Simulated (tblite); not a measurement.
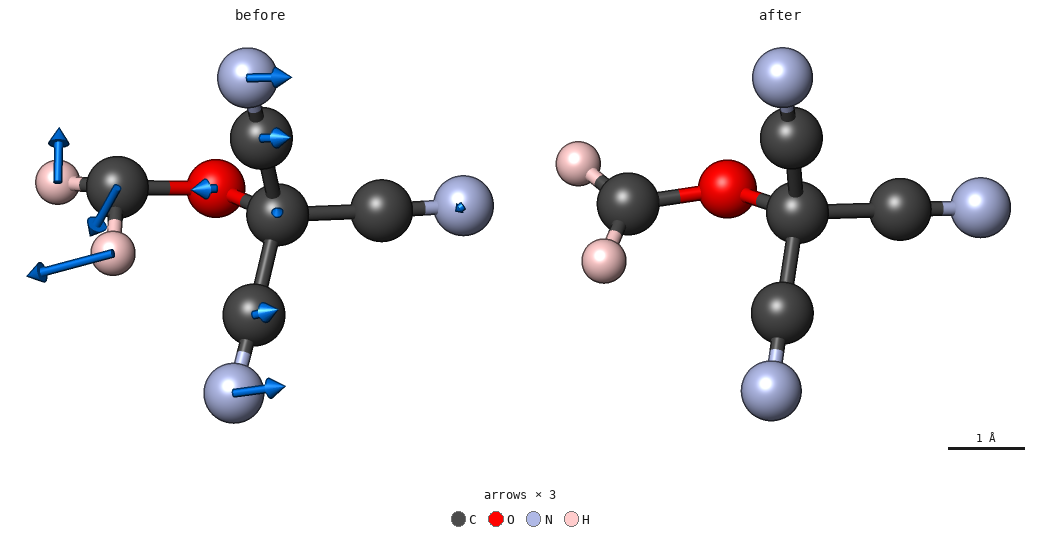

The structure of C₅H₂N₃O (multiplicity 2) before (left) and after (right) a relaxation, at one scale. The blue arrows give the displacements, magnified 3 times.

A ball-and-stick model, seen face on.

The calculation used tblite 0.8.0, GFN2-xTB geometry optimisation, gas phase. 

**Summarise the run.**

The largest move after the best rigid fit is that of an H atom, 0.44 Å. By element the largest moves are H 0.44 Å, C 0.32 Å, N 0.26 Å, O 0.13 Å. Some distances before and after: C–O 1.405 → 1.353 Å, C–H 1.112 → 1.074 Å, C–O 1.392 → 1.428 Å, C–N 1.155 → 1.139 Å. Among the angles between lasting bonds that change: O–C–H 105.7° → 121.1°, C–O–C 105.1° → 117.2°, H–C–H 115.6° → 123.9°. After 69 geometry steps the energy has fallen by 11.0 kcal/mol.
